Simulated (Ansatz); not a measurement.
One crystal and one scan (scan of one atom of the cell) at two levels, PBE (plane waves to 420 eV, PAW, scalar-relativistic; Ansatz, a quantum-chemistry and plane-wave program) and r2SCAN (plane waves to 500 eV, PAW, scalar-relativistic; Ansatz), each from its own relaxed cell and on its own mesh. The cell shown is that of PBE.

Starting cell, Te (trigonal-Te type, space group P3_121):

```yaml
crystal:
  lattice:
    - [4.52111, 0.00000, 0.00000]
    - [-2.26056, 3.91540, 0.00000]
    - [0.00000, 0.00000, 5.95492]
  atoms:
    - { symbol: Te, position: [0.26812, 0.00000, 0.33333] }
    - { symbol: Te, position: [0.00000, 0.26812, 0.66667] }
    - { symbol: Te, position: [0.73188, 0.73188, 0.00000] }
```

In this cell atom 1 (Te, nearest neighbour Te at 2.889 Å; its periodic images, 4.5 Å or more away, move with it) is moved by s along Cartesian [111], unit vector (0.577, 0.577, 0.577); all other atoms and the cell stay fixed.

Energies are smeared free energies. Spin-orbit coupling is left out, though Te is heavy. Te was relaxed with its symmetry unable to fall. The PAW data are Ansatz's earlier set. As the smearing reaches across the gap at some points, energies and forces of such displacements shift with the k mesh and the smearing. Percentages come from the unrounded values.

```tsv
quantity	PBE	r2SCAN	PBE − r2SCAN
Lattice constant a (Å)	4.521	4.624	-0.103 (-2.2 %)
Lattice constant c (Å)	5.955	5.904	+0.051 (+0.9 %)
Relaxed volume (Å³/atom)	35.14	36.44	-1.30 (-3.6 %)
Force constant k = d²E/ds² at s = 0 (finite differences) (eV/Å²)	3.87	4.84	-0.97 (-20 %)
```

PBE gives the higher value for: lattice constant c. PBE gives the lower value for: lattice constant a; relaxed volume; force constant k = d²E/ds² at s = 0. Both give the same shape of the curve: a single well with its minimum at or next to zero displacement.

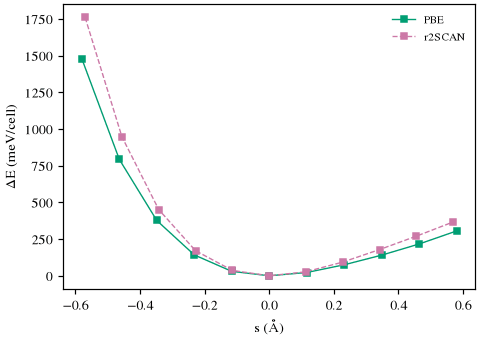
*ΔE, each from the undisplaced structure of its own level.*

(For displaced atoms, the force is minus the slope of the energy, and its curvature is a force constant, which sets phonon frequencies.)
